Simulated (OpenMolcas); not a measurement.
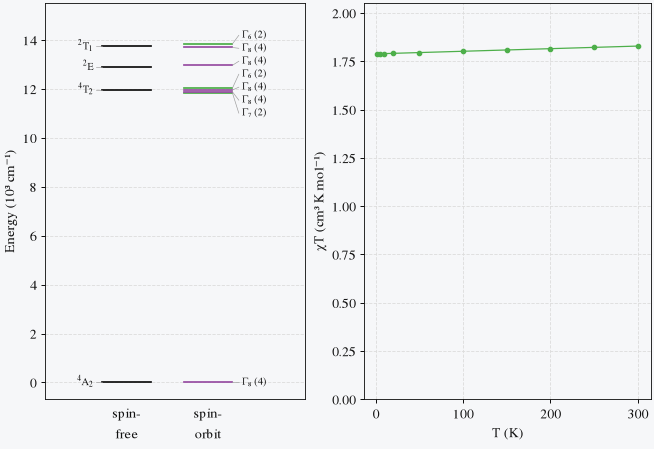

Levels of a 3d ion of charge +3 as a dopant in Cs₂NaYCl₆, a cluster with its 6 nearest Cl⁻ at 2.461 Å (octahedron) embedded in model potentials and point charges; the geometry was set, not optimised. Labels give the representation in O, Td, D4 or D3 as the site allows (double group for half-integer spin) where it could be assigned and, in brackets, the degeneracy; spin-free states, where drawn, share the zero of the spin-orbit levels. Level of the calculation: state-averaged SS-CASPT2, IPEA shift 0.25, imaginary shift 0.1 hartree, the open shell active, basis ANO-RCC-VTZP on the metal and ANO-RCC-VDZP on the ligands, DKH2 scalar Hamiltonian, spin-orbit coupling by RASSI with atomic mean-field integrals (OpenMolcas). Powder susceptibility by Van Vleck's formula.

**Which ion is the dopant?**

Cr³⁺ (3d³). The ground level is Γ₈, 4-fold degenerate, 100 % from states of spin multiplicity 4. The next level lies at 11,900 cm⁻¹ (Γ₇). The lowest spin-free state is ⁴A₂; of the same spin there follows at 12,000 cm⁻¹ (⁴T₂) above it. χT is 1.79 cm³ K mol⁻¹ at 2 K and 1.83 at 300 K, an effective moment of 3.83 μB.

Note: the geometry is set by hand, with no relaxation and no charge compensation.
